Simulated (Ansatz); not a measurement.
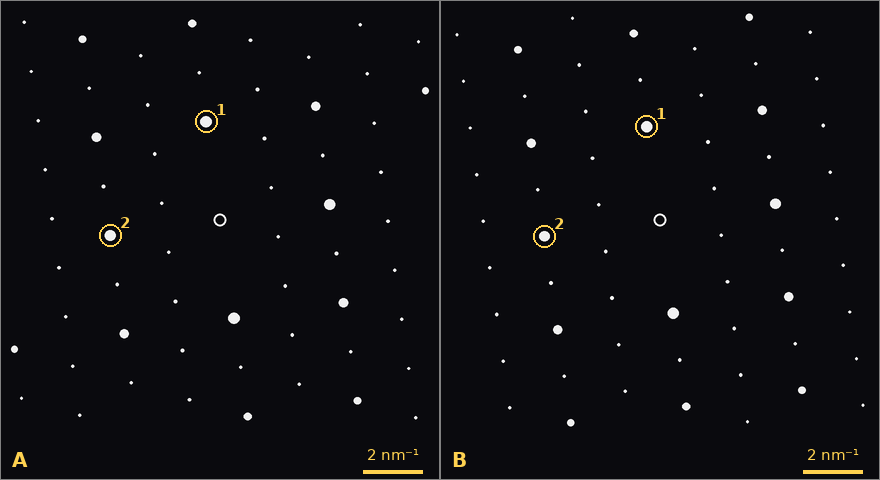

Kinematic electron diffraction patterns (300 kV, B = 0.5 Å², same scale) along [011] of the run's own cell, for the start and the end of one relaxation of SrI3 with DFT PBE, scalar-relativistic, plane waves, PAW in Ansatz 0.2.0. k mesh 12×12×12. The start is a generated model structure, and the relaxation ends in the nearest stationary point of its symmetry, not necessarily the ground state. Spot 1 is -2 -2 2 and spot 2 is 1 -1 1 in both.

Start structure:

```yaml
crystal:
  lattice:
    - [-2.62040, 2.62040, 5.85336]
    - [2.62040, -2.62040, 5.85336]
    - [2.62040, 2.62040, -5.85336]
  atoms:
    - { symbol: Sr, position: [0.00000, 0.00000, 0.00000] }
    - { symbol: I, position: [0.50000, 0.50000, 0.00000] }
    - { symbol: I, position: [0.25000, 0.75000, 0.50000] }
    - { symbol: I, position: [0.75000, 0.25000, 0.50000] }
```

Which pattern belongs to the start structure, and which to the relaxed one?

A is the start: its cell gives d(1) = 2.927 Å, d(2) = 2.620 Å and an angle of 90.0°. B is the relaxed structure, with d(1) = 3.082 Å (+5.3 %), d(2) = 2.487 Å (-5.1 %) and 90.0°.

Summarise the relaxation behind the change.

The volume changed by -5.2 % to 38.12 Å³ an atom; the fractional coordinates hardly changed; the space group stayed I4/mmm (No. 139); the free energy fell by 34 meV an atom. Relaxed cell: a = 7.096 Å, b = 7.096 Å, c = 7.096 Å, α = 138.97°, β = 138.97°, γ = 59.42°.
